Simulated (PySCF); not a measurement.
**C5H8FSi+: a tour of settings**

Aim: see how C5H8FSi+ (`C#CC[Si+](C)CF`) answers to the choice of functional, basis, grid and SCF options.

Programs: PySCF 2.14.0, with density-fitted response routines of our own. Each step states its level of theory. These are calculated values for one molecule in the gas phase, unless marked as measured. Atoms are numbered from 0 throughout.

### Step 1. The starting structure

15 atoms, charge 1, multiplicity 1; geometry from: GFN2-xTB.

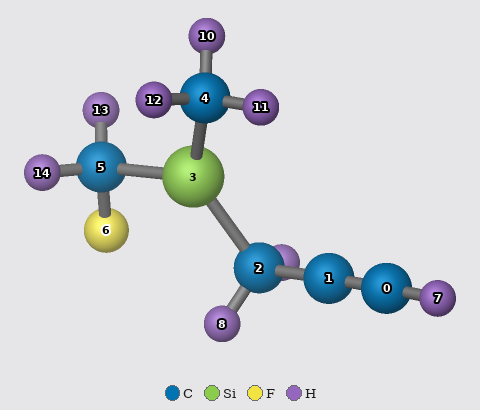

As it starts; carbon blue, silicon green, fluorine yellow, hydrogen purple, atoms numbered; sticks join atoms by distance.

### Step 2. Nuclear shieldings: mPW1PW91/pcSseg-1

What the job is given:

```
{"job": {"kind": "nmr", "xc": "mPW1PW91", "basis": "pcSseg-1", "pop": false}, "charge": 1, "multiplicity": 1}
C      3.272430     0.523896    -0.270463
C      2.278927    -0.142124    -0.283179
C      1.087112    -0.975683    -0.300045
Si    -0.527615    -0.010038    -0.109470
C     -0.820691     1.834257     0.067559
C     -2.059950    -1.163169    -0.103556
F     -1.597878    -2.447236    -0.255638
H      4.160392     1.084838    -0.265127
H      1.170225    -1.725098     0.501490
H      1.070199    -1.547163    -1.240233
H     -1.494154     2.211436    -0.705345
H      0.111525     2.395823    -0.004497
H     -1.274671     2.075106     1.031258
H     -2.753676    -0.971997    -0.928840
H     -2.626590    -1.134859     0.832864
```

Method: GIAO mPW1PW91/pcSseg-1 NMR shielding, non-relativistic, gas phase.

Started as:

```console
OMP_NUM_THREADS=1 python probes_run.py task.json out
```

The driver reads the jobs from task.json and runs them one after another.

Log:

```text
coarse grid: 13104 points
cycle   1  E = -584.0498150996  dE =  9.350e-01  |g| = 6.657e-01  |ddm| = 3.606e+00
cycle   2  E = -583.8255532582  dE =  2.243e-01  |g| = 1.107e+00  |ddm| = 2.017e+00
cycle   3  E = -584.1507379455  dE = -3.252e-01  |g| = 1.420e-01  |ddm| = 1.378e+00
cycle   4  E = -584.1547999379  dE = -4.062e-03  |g| = 1.015e-01  |ddm| = 2.215e-01
cycle   5  E = -584.1567890653  dE = -1.989e-03  |g| = 4.497e-02  |ddm| = 8.922e-02
cycle   6  E = -584.1572931240  dE = -5.041e-04  |g| = 8.307e-03  |ddm| = 3.613e-02
cycle   7  E = -584.1573131207  dE = -2.000e-05  |g| = 1.940e-03  |ddm| = 8.826e-03
cycle   8  E = -584.1573143338  dE = -1.213e-06  |g| = 7.164e-04  |ddm| = 2.625e-03
final grid: 122552 points
cycle   9  E = -584.2064277607  dE = -3.391e-05  |g| = 5.399e-03  |ddm| = 4.587e-02
cycle  10  E = -584.2064258667  dE =  1.894e-06  |g| = 6.457e-03  |ddm| = 7.671e-03
cycle  11  E = -584.2064344481  dE = -8.581e-06  |g| = 1.034e-03  |ddm| = 4.590e-03
cycle  12  E = -584.2064346333  dE = -1.853e-07  |g| = 3.353e-04  |ddm| = 9.304e-04
cycle  13  E = -584.2064346554  dE = -2.206e-08  |g| = 1.707e-04  |ddm| = 3.285e-04
cycle  14  E = -584.2064346617  dE = -6.326e-09  |g| = 2.483e-05  |ddm| = 1.396e-04
cycle  15  E = -584.2064346619  dE = -1.368e-10  |g| = 5.346e-06  |ddm| = 2.813e-05
converged SCF energy = -584.2064346619

GIAO shielding tensors (ppm)
atom      isotropic    diamagn.    paramagn.     s11        s22        s33       span
  0 C       96.112     255.545    -159.434     17.118     23.781    247.436    230.318
  1 C      119.002     262.402    -143.401     28.972     32.534    295.499    266.527
  2 C      156.973     253.282     -96.310    125.503    166.927    178.487     52.984
  3 Si     -91.681     880.706    -972.388   -318.263   -228.479    271.698    589.961
  4 C      171.566     258.726     -87.160    131.431    190.953    192.313     60.882
  5 C       92.150     250.760    -158.610     67.907     74.701    133.842     65.936
  6 F      452.320     471.869     -19.549    393.266    473.289    490.405     97.139
  7 H       29.168      33.418      -4.250     23.996     24.348     39.160     15.164
  8 H       27.397      27.101       0.296     21.569     27.736     32.887     11.319
  9 H       27.437      26.528       0.909     21.626     27.745     32.940     11.314
 10 H       29.398      28.363       1.035     25.464     26.235     36.495     11.030
 11 H       28.482      30.581      -2.099     23.905     27.412     34.131     10.226
 12 H       29.497      28.909       0.588     25.619     26.111     36.760     11.141
 13 H       25.740      27.302      -1.562     21.961     25.479     29.780      7.819
 14 H       25.735      27.635      -1.900     21.980     25.470     29.754      7.775
```

It took 19 s on 1 thread of Intel Xeon Platinum 8488C, shared host; peak memory 0.74 GiB.

Shifts follow as δ = σ(reference) − σ, with reference shieldings (ppm) from runs at the same level and on the same kind of geometry: ¹H TMS 31.77, ¹³C TMS 186.1, ²⁹Si TMS 347.9, ¹⁹F CFCl3 171.6. The references are single molecules in the gas phase, so shifts against H2O, NH3, PH3, H3PO4 or CFCl3 are not on the usual liquid scales and can be off by tens of ppm. Atoms listed in one row are averaged.

| atoms | environment | σ (ppm) | δ (ppm) |
| --- | --- | --- | --- |
| C5 | sp3 CH2 bonded to F and Si | 92.1 | 93.9 |
| C0 | terminal alkyne carbon | 96.1 | 90.0 |
| C1 | alkyne carbon | 119.0 | 67.1 |
| C2 | propargylic sp3 CH2 bonded to Si | 157.0 | 29.1 |
| C4 | methyl carbon bonded to Si | 171.6 | 14.5 |
| H13, H14 | hydrogen on an sp3 CH2 bonded to F and Si | 25.74 | 6.03 |
| H8, H9 | hydrogen on a propargylic sp3 CH2 bonded to Si | 27.42 | 4.35 |
| H10, H11, H12 | hydrogen on a methyl carbon bonded to Si | 29.13 | 2.64 |
| H7 | hydrogen on a terminal alkyne carbon | 29.17 | 2.60 |
| Si3 | silicon bonded to 3 C | -91.7 | 439.6 |
| F6 | fluorine on an sp3 carbon | 452.3 | -280.7 |

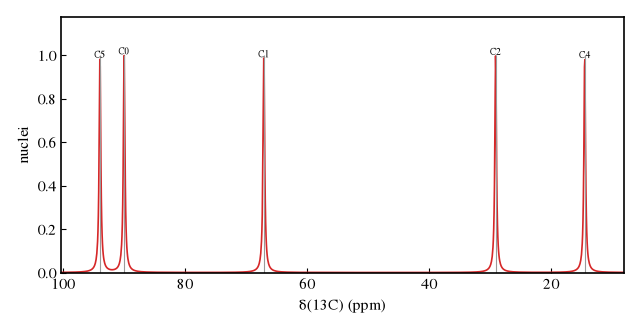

¹³C lines at the computed shifts, without couplings. Lines are broadened to a width of 0.32 ppm (Lorentzian).

### Step 3. Excited states and response: CAM-B3LYP/def2-SVPD

Same as in step 2 but for these lines:

```diff
@@ -1,2 +1,2 @@
-{"job": {"kind": "nmr", "xc": "mPW1PW91", "basis": "pcSseg-1", "pop": false}, "charge": 1, "multiplicity": 1}
+{"job": {"kind": "uv", "xc": "CAM-B3LYP", "basis": "def2-SVPD", "nstates": 25, "ntriplets": 0, "tda": true, "scf": {"conv": 1e-07}}, "charge": 1, "multiplicity": 1}
 C      3.272430     0.523896    -0.270463
```

Level: TDA CAM-B3LYP/def2-SVPD, vertical, gas phase, core orbitals frozen in the response.

Log:

```text
final grid: 122552 points
cycle   1  E = -583.7793369366  dE =  9.984e-01  |g| = 6.202e-01  |ddm| = 1.064e+01
cycle   2  E = -583.7791553808  dE =  1.816e-04  |g| = 7.152e-01  |ddm| = 2.519e+00
cycle   3  E = -583.8794526396  dE = -1.003e-01  |g| = 1.028e-01  |ddm| = 9.240e-01
cycle   4  E = -583.8812889309  dE = -1.836e-03  |g| = 4.352e-02  |ddm| = 2.545e-01
cycle   5  E = -583.8816968033  dE = -4.079e-04  |g| = 1.775e-02  |ddm| = 1.502e-01
cycle   6  E = -583.8817691457  dE = -7.234e-05  |g| = 3.844e-03  |ddm| = 3.094e-02
cycle   7  E = -583.8817728671  dE = -3.721e-06  |g| = 8.722e-04  |ddm| = 1.219e-02
cycle   8  E = -583.8817731434  dE = -2.763e-07  |g| = 3.024e-04  |ddm| = 2.037e-03
cycle   9  E = -583.8817731891  dE = -4.574e-08  |g| = 6.230e-05  |ddm| = 7.317e-04
converged SCF energy = -583.8817731891

Static polarisability (au): isotropic 78.355, principal 55.486 77.619 101.961

Singlet excitations
state   eV       nm        f      main configurations
  1   3.4241    362.1   0.00020   H->L 0.97
  2   3.7172    333.5   0.00914   H-1->L 0.99
  3   4.7725    259.8   0.00141   H-2->L 0.96
  4   6.1177    202.7   0.00091   H-1->L+1 0.78, H-1->L+4 0.08
  5   6.1381    202.0   0.03065   H->L+1 0.85
  6   6.1744    200.8   0.04953   H-3->L 0.92
  7   6.2243    199.2   0.00163   H-4->L 0.92
  8   6.7259    184.3   0.00067   H->L+5 0.32, H-1->L+3 0.22, H-1->L+4 0.12
  9   6.8793    180.2   0.00976   H-1->L+5 0.34, H->L+3 0.24, H->L+4 0.14
 10   6.9233    179.1   0.00002   H->L+5 0.51, H-1->L+3 0.16, H-1->L+4 0.09
 11   7.6407    162.3   0.00024   H-5->L 0.96
 12   7.8072    158.8   0.09082   H-2->L+1 0.50, H->L+2 0.22, H-2->L+2 0.12
 13   7.9983    155.0   0.00301   H->L+2 0.49, H-2->L+1 0.22, H-6->L 0.14
 14   8.0838    153.4   0.06963   H-6->L 0.74, H-2->L+1 0.11
 15   8.2019    151.2   0.00222   H-1->L+2 0.78, H-1->L+4 0.13
 16   8.2581    150.1   0.05787   H->L+3 0.50, H->L+4 0.20
 17   8.2673    150.0   0.00364   H-7->L 0.87
 18   8.4527    146.7   0.00626   H-1->L+3 0.50, H-1->L+4 0.24, H-1->L+10 0.08
 19   8.5441    145.1   0.03223   H-8->L 0.46, H->L+7 0.29
 20   8.7316    142.0   0.01753   H-3->L+1 0.64, H-3->L+2 0.16, H-1->L+7 0.10
 21   8.7356    141.9   0.02038   H-1->L+7 0.63, H-1->L+4 0.14, H-3->L+1 0.10
 22   8.7617    141.5   0.16843   H->L+4 0.21, H->L+7 0.21, H-2->L+2 0.19
 23   8.8027    140.8   0.06641   H-2->L+2 0.44, H-8->L 0.26, H->L+7 0.10
 24   8.9944    137.8   0.02297   H-9->L 0.82
 25   9.2747    133.7   0.31448   H->L+6 0.35, H-1->L+5 0.13, H->L+12 0.10
```

Wall time 39 s (1 thread of Intel Xeon Platinum 8488C, shared host); peak memory 1 GiB.

Frontier orbitals and where they lie:

| orbital | eV | atoms |
| --- | --- | --- |
| HOMO−3 | -16.36 | F6 56 %, C5 22 %, H13 10 % |
| HOMO−2 | -15.54 | F6 34 %, C5 23 %, Si3 17 % |
| HOMO−1 | -13.42 | C1 42 %, C0 41 %, C2 8 % |
| HOMO | -13.33 | C1 40 %, C0 39 %, C2 8 % |
| LUMO | -7.01 | Si3 53 %, C4 12 %, C2 12 % |
| LUMO+1 | -4.35 | Si3 44 %, C2 14 %, C4 13 % |
| LUMO+2 | -3.14 | Si3 20 %, C5 16 %, C4 14 % |

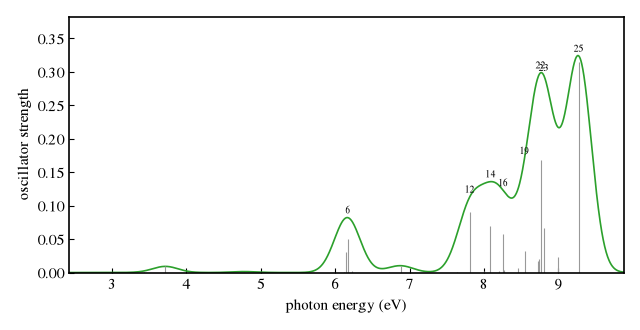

Absorption spectrum from the 25 singlet states computed; above the last one it falls off for lack of states. Lines are broadened to a width of 0.40 eV (Gaussian).

Further results of this job:

| property | computed |
| --- | --- |
| polarisability (Å³) | 11.61 |
| HOMO–LUMO gap (eV) | 6.32 |
| −ε(HOMO) (eV) | 13.33 |

### Step 4. Indirect couplings: HSE06/pcSseg-1

Same as in step 3 but for these lines:

```diff
@@ -1,2 +1,2 @@
-{"job": {"kind": "uv", "xc": "CAM-B3LYP", "basis": "def2-SVPD", "nstates": 25, "ntriplets": 0, "tda": true, "scf": {"conv": 1e-07}}, "charge": 1, "multiplicity": 1}
+{"job": {"kind": "j", "xc": "HSE06", "basis": "pcSseg-1", "grid": 4, "scf": {"level_shift": 0.2}}, "charge": 1, "multiplicity": 1}
 C      3.272430     0.523896    -0.270463
```

With the program's defaults for keys left out, this is: HSE06/pcSseg-1 indirect spin-spin coupling, non-relativistic, gas phase.

Log:

```text
final grid: 326464 points
cycle   1  E = -583.7368653366  dE =  9.182e-01  |g| = 6.732e-01  |ddm| = 3.535e+00
cycle   2  E = -583.7709136328  dE = -3.405e-02  |g| = 6.928e-01  |ddm| = 1.400e+00
cycle   3  E = -583.8463640727  dE = -7.545e-02  |g| = 1.261e-01  |ddm| = 4.320e-01
cycle   4  E = -583.8512689138  dE = -4.905e-03  |g| = 2.615e-02  |ddm| = 1.837e-01
cycle   5  E = -583.8514105368  dE = -1.416e-04  |g| = 9.336e-03  |ddm| = 4.123e-02
cycle   6  E = -583.8514271417  dE = -1.660e-05  |g| = 5.624e-03  |ddm| = 1.176e-02
cycle   7  E = -583.8514346815  dE = -7.540e-06  |g| = 1.497e-03  |ddm| = 4.711e-03
cycle   8  E = -583.8514353532  dE = -6.717e-07  |g| = 4.330e-04  |ddm| = 1.795e-03
cycle   9  E = -583.8514354381  dE = -8.492e-08  |g| = 1.204e-04  |ddm| = 7.307e-04
cycle  10  E = -583.8514354544  dE = -1.629e-08  |g| = 5.646e-05  |ddm| = 3.458e-04
cycle  11  E = -583.8514354596  dE = -5.165e-09  |g| = 3.094e-05  |ddm| = 1.700e-04
cycle  12  E = -583.8514354616  dE = -1.973e-09  |g| = 2.033e-05  |ddm| = 9.648e-05
cycle  13  E = -583.8514354624  dE = -8.160e-10  |g| = 1.182e-05  |ddm| = 5.836e-05
level shift removed, Fock matrix diagonalised once more
converged SCF energy = -583.8514354624

Indirect spin-spin couplings (Hz)
  i      j    bonds     total        FC       PSO       DSO        SD
  0 C    1 C    1    205.217   196.688     8.426     0.103         -
  0 C    2 C    2      8.161     8.517    -0.219    -0.136         -
  0 C    3 Si   3    -10.275   -11.334     1.051     0.033    -0.025
  0 C    5 C    4      0.984     0.987     0.053    -0.055         -
  0 C    6 F    5      0.542     0.305     0.424    -0.171    -0.016
  0 C    7 H    1    240.861   241.847    -1.394     0.409         -
  0 C    8 H    3      6.376     6.162     0.625    -0.411         -
  0 C    9 H    3      6.499     6.283     0.628    -0.412         -
  1 C    2 C    1     85.252    86.559    -1.532     0.225         -
  1 C    3 Si   2     11.764    11.653    -0.010    -0.023     0.143
  1 C    4 C    3     -0.067    -0.042    -0.037     0.012         -
  1 C    5 C    3      1.482     1.511     0.019    -0.048         -
  1 C    6 F    4      1.880     2.045    -0.104    -0.110     0.048
  1 C    7 H    2     35.863    31.239     5.832    -1.208         -
  1 C    8 H    2    -13.731   -13.741     0.058    -0.048         -
  1 C    9 H    2    -13.899   -13.907     0.057    -0.049         -
  2 C    3 Si   1    -59.622   -66.327     7.190    -0.102    -0.384
  2 C    4 C    2      2.306     2.680    -0.323    -0.052         -
  2 C    5 C    2      4.395     4.587    -0.185    -0.008         -
  2 C    6 F    3      4.642     4.784    -0.426     0.157     0.128
  2 C    7 H    3      4.423     4.429     0.467    -0.473         -
  2 C    8 H    1    157.551   155.595     1.076     0.881         -
  2 C    9 H    1    157.342   155.378     1.084     0.880         -
  2 C   10 H    3      1.454     1.631     0.121    -0.297         -
  2 C   11 H    3     -0.115     0.056    -0.137    -0.034         -
  2 C   12 H    3      1.021     1.188     0.113    -0.280         -
  2 C   13 H    3      0.572     0.669     0.164    -0.261         -
  2 C   14 H    3      0.547     0.643     0.161    -0.257         -
  3 Si   4 C    1    -45.317   -52.345     7.461    -0.074    -0.359
  3 Si   5 C    1    -48.968   -54.311     6.398    -0.110    -0.945
  3 Si   6 F    2    -31.586   -48.948    16.511     0.013     0.838
  3 Si   7 H    4      6.272     5.775     0.264     0.164     0.068
  3 Si   8 H    2     -2.959    -3.028     0.399     0.055    -0.386
  3 Si   9 H    2     -2.989    -2.992     0.358     0.055    -0.410
  3 Si  10 H    2     -3.107    -3.583     0.661     0.117    -0.302
  3 Si  11 H    2      8.762     7.484     1.281     0.110    -0.113
  3 Si  12 H    2     -3.525    -3.769     0.506     0.114    -0.375
  3 Si  13 H    2     -9.470    -9.326     0.054     0.093    -0.291
  3 Si  14 H    2     -9.481    -9.327     0.047     0.094    -0.295
  4 C    5 C    2      6.023     6.310    -0.274    -0.013         -
  4 C    6 F    3      5.146     6.451    -1.752    -0.293     0.740
  4 C    8 H    3      0.777     0.949     0.143    -0.316         -
  4 C    9 H    3      0.655     0.825     0.140    -0.310         -
  4 C   10 H    1    142.807   140.740     1.481     0.586         -
  4 C   11 H    1    142.379   140.472     1.329     0.578         -
  4 C   12 H    1    141.993   139.901     1.505     0.588         -
  4 C   13 H    3     -0.598    -0.530    -0.000    -0.068         -
  4 C   14 H    3     -0.563    -0.494     0.002    -0.071         -
  5 C    6 F    1   -183.044  -236.488    31.831     0.713    20.900
  5 C    7 H    5     -0.435    -0.364     0.128    -0.198         -
  5 C    8 H    3     -1.056    -0.961    -0.056    -0.038         -
  5 C    9 H    3     -1.054    -0.958    -0.050    -0.046         -
  5 C   10 H    3     -0.948    -0.892    -0.083     0.027         -
  5 C   11 H    3      5.867     6.025     0.170    -0.328         -
  5 C   12 H    3     -1.017    -0.956    -0.064     0.003         -
  5 C   13 H    1    159.814   158.854    -0.002     0.962         -
  5 C   14 H    1    159.827   158.869    -0.004     0.962         -
  6 F    8 H    4      0.435     0.469    -0.956     0.796     0.126
  6 F    9 H    4      0.348     0.376    -0.907     0.755     0.124
  6 F   10 H    4     -1.325    -0.903     0.574    -0.916    -0.080
  6 F   11 H    4      3.054     3.114     0.933    -1.184     0.190
  6 F   12 H    4     -1.254    -0.860     0.601    -0.932    -0.063
  6 F   13 H    2     48.664    39.223    13.486    -1.154    -2.892
  6 F   14 H    2     48.736    39.321    13.460    -1.155    -2.891
  7 H    8 H    4     -3.485    -3.287     1.291    -1.488         -
  7 H    9 H    4     -3.544    -3.347     1.291    -1.489         -
  7 H   13 H    6     -0.270    -0.060     0.550    -0.761         -
  7 H   14 H    6     -0.281    -0.072     0.545    -0.753         -
  8 H    9 H    2    -22.746   -23.023     2.016    -1.738         -
  8 H   10 H    4     -1.474    -0.958     0.983    -1.499         -
  8 H   11 H    4     -0.313    -0.004     0.642    -0.951         -
  8 H   12 H    4      2.132     2.494     0.525    -0.887         -
  8 H   13 H    4     -0.191     0.158     1.030    -1.379         -
  8 H   14 H    4      1.534     1.674     0.324    -0.463         -
  9 H   10 H    4      2.017     2.390     0.549    -0.922         -
  9 H   11 H    4     -0.352    -0.063     0.582    -0.871         -
  9 H   12 H    4     -1.359    -0.848     0.985    -1.496         -
  9 H   13 H    4      1.633     1.779     0.339    -0.485         -
  9 H   14 H    4     -0.240     0.112     1.032    -1.384         -
 10 H   11 H    2    -15.438   -15.491     2.607    -2.554         -
 10 H   12 H    2    -18.408   -18.501     2.611    -2.518         -
 10 H   13 H    4      1.079     0.982    -0.429     0.526         -
 10 H   14 H    4      0.900     1.013     0.308    -0.421         -
 11 H   12 H    2    -15.925   -15.985     2.600    -2.540         -
 11 H   13 H    4     -0.677    -0.320     0.820    -1.178         -
 11 H   14 H    4     -0.925    -0.556     0.852    -1.222         -
 12 H   13 H    4      0.934     1.073     0.376    -0.515         -
 12 H   14 H    4      1.313     1.239    -0.366     0.440         -
 13 H   14 H    2    -18.698   -18.763     2.167    -2.103         -
```

It took 73 s on 1 thread of Intel Xeon Platinum 8488C, shared host; peak memory 0.91 GiB.

This basis has no tight s functions, so the Fermi-contact terms are rough.

Couplings of 1 Hz or more, nine at most for each number of bonds, with means over like pairs (isotopes 13C, 19F, 1H, 29Si):

| pair | bonds | J (Hz) | Fermi contact (Hz) | dihedral (°) |
| --- | --- | --- | --- | --- |
| C0–H7 | 1 | 240.9 | 241.8 | – |
| C0–C1 | 1 | 205.2 | 196.7 | – |
| C5–F6 | 1 | -183.0 | -236.5 | – |
| C5–H13 | 1 | 159.8 | 158.9 | – |
| C2–H8 | 1 | 157.4 | 155.5 | – |
| C4–H10 | 1 | 142.4 | 140.4 | – |
| C1–C2 | 1 | 85.3 | 86.6 | – |
| C2–Si3 | 1 | -59.6 | -66.3 | – |
| Si3–C5 | 1 | -49.0 | -54.3 | – |
| F6–H13 | 2 | 48.7 | 39.3 | – |
| C1–H7 | 2 | 35.9 | 31.2 | – |
| Si3–F6 | 2 | -31.6 | -48.9 | – |
| H8–H9 | 2 | -22.7 | -23.0 | – |
| H13–H14 | 2 | -18.7 | -18.8 | – |
| H10–H11 | 2 | -16.6 | -16.7 | – |
| C1–H8 | 2 | -13.8 | -13.8 | – |
| C1–Si3 | 2 | 11.8 | 11.7 | – |
| Si3–H13 | 2 | -9.5 | -9.3 | – |
| C0–Si3 | 3 | -10.3 | -11.3 | – |
| C0–H8 | 3 | 6.4 | 6.2 | – |
| C4–F6 | 3 | 5.1 | 6.5 | 180 |
| C2–F6 | 3 | 4.6 | 4.8 | -1 |
| C2–H7 | 3 | 4.4 | 4.4 | – |
| C1–C5 | 3 | 1.5 | 1.5 | -179 |
| C5–H10 | 3 | 1.3 | 1.4 | – |
| C5–H8 | 3 | -1.1 | -1.0 | -57 |
| Si3–H7 | 4 | 6.3 | 5.8 | – |
| H7–H8 | 4 | -3.5 | -3.3 | – |
| C1–F6 | 4 | 1.9 | 2.0 | – |
| H8–H14 | 4 | 1.6 | 1.7 | – |

The spin-dipole term was solved for some atoms only; pairs without it lack that part.

Shifts (mPW1PW91/pcSseg-1, unscaled) and these couplings together give the proton spectrum at 300 MHz below.

¹H NMR δ 6.03 (dd, J = 48.7, 1.6 Hz, 2H), 4.35 (dd, J = 3.5, 1.6 Hz, 2H), 2.64 (s, 3H), 2.60 (t, J = 3.5 Hz, 1H). The letters are first-order; like nuclei with unlike couplings give more lines.

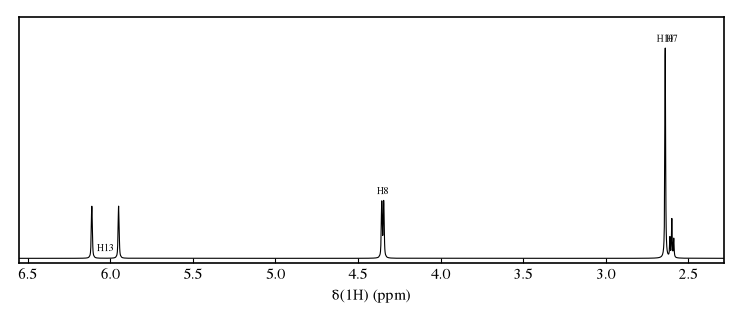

Simulated proton spectrum at 300 MHz, by exact diagonalisation of each spin system; lines 1.2 Hz wide, exchangeable protons uncoupled.

[end of part 1 of 2]
